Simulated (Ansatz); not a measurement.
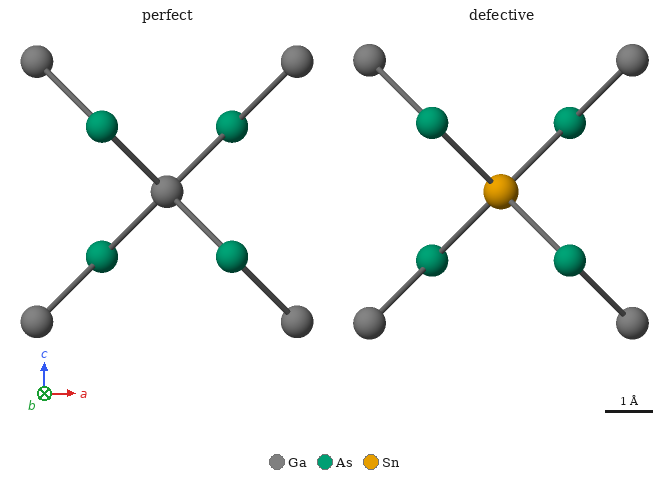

Left: perfect GaAs. Right: the same region with one point defect, after relaxing the atoms in a supercell of 54 sites. A ball-and-stick model of the atoms within 4.6 Å of one point, in a slice 4.2 Å thick across the line of sight, seen along the b axis.

Theory: DFT, PBE, plane-wave PAW, default files, scalar-relativistic, frozen cores (Ansatz 0.2.0). Set-up: plane-wave cutoff 420 eV; k-point mesh 3 × 3 × 3; occupations fermi dirac; smearing width 0.01 eV; no spin polarisation. A uniform background neutralises the charged cell. The axes drawn are those of the host's conventional cell.

### What kind of defect was made?

A gallium atom is replaced by tin.

The charge state of the cell is +1.

### What does the relaxation do around it?

In the host the Ga atom has 4 As at 2.45 Å; the Sn atom ends with 4 As at 2.59 Å. Of the host's atoms, an arsenic atom moves furthest from its site, by 0.14 Å. Relaxing the atoms from the host's sites lowers the energy by 0.58 eV.

Limits of the set-up: the cell is charged, on a uniform background, and energies carry no finite-size correction.
